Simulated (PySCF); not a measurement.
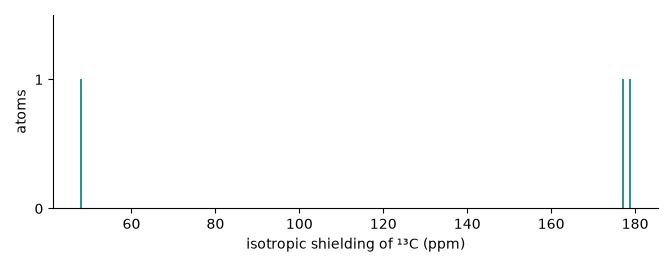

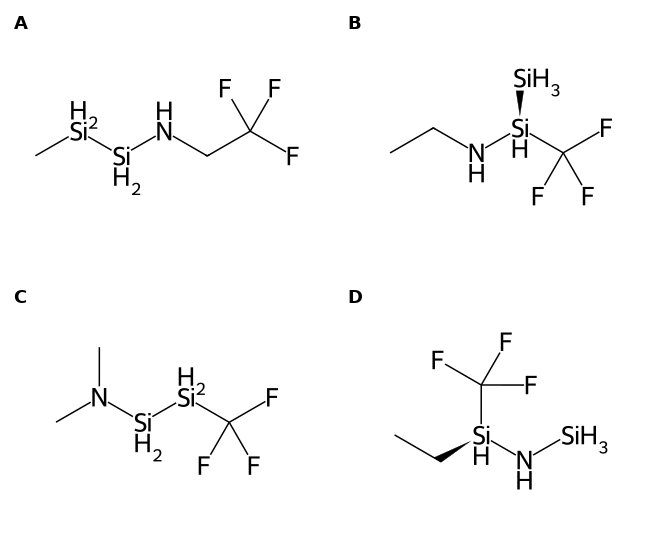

The sticks are computed shieldings of one of the molecules, for one fixed geometry (GFN2-xTB) without averaging over rotations. Low shielding means a high chemical shift. Method: GIAO PBE0/pcSseg-1 NMR shielding, non-relativistic, gas phase (PySCF 2.14.0).

Match the spectrum to a structure.

Answer. D, `CC[Si@H](N[SiH3])C(F)(F)F`. Its 3 C atoms give lines at 47.9, 177.2, 178.9 ppm.

The geometry is semi-empirical. Around Si such bond lengths and angles can be off by a tenth of an ångström or more and by several degrees, and values that hang on the shape move with them.
